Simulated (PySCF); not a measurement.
Input

```
{"job": {"kind": "sp", "xc": "wB97X", "basis": "def2-TZVP", "d3": "d3bj", "grid": 2}, "charge": 0, "multiplicity": 1}
C     -1.436788     0.725946     0.131359
Si    -0.064865    -0.375171    -0.520521
C      1.595914     0.227089     0.109574
O     -0.324060    -1.978292    -0.111894
H     -1.300804     1.763204    -0.214723
H     -1.450447     0.743239     1.233318
H     -2.421895     0.378475    -0.215722
H     -0.074517    -0.370695    -2.011688
H      2.409597    -0.426982    -0.239296
H      1.625012     0.249055     1.211144
H      1.803351     1.248365    -0.248197
H     -0.357640    -2.183982     0.826080
```

Command:

```sh
OMP_NUM_THREADS=1 python redox_run.py task.json out
```

Geometry: PBE0-D3(BJ)/def2-SVP.

The calculation used DFT single point, gas phase, functional wB97X (PySCF).

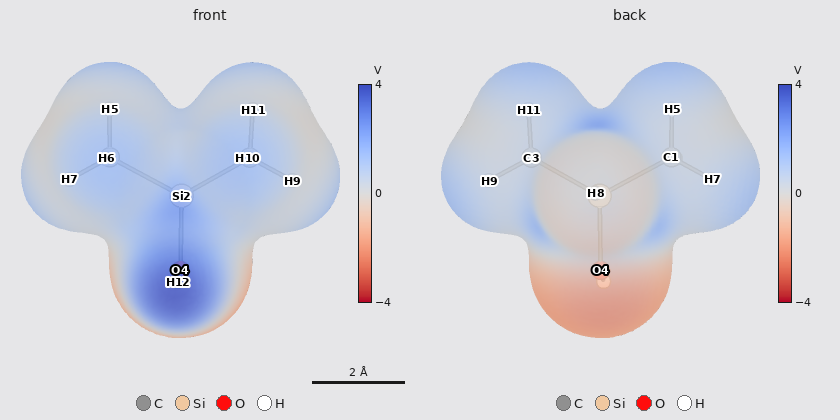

C₂H₈OSi (dimethylsilanol). The electrostatic potential painted on the density surface at 0.004 e/bohr³, seen from the front and from behind; red is negative and blue positive.

Question: Where is the surface potential most negative and most positive?

Answer: The most negative region (about −1.8 V) lies over O4, the most positive (about +3.4 V) over H12. O4 is the likeliest acceptor of a hydrogen bond.
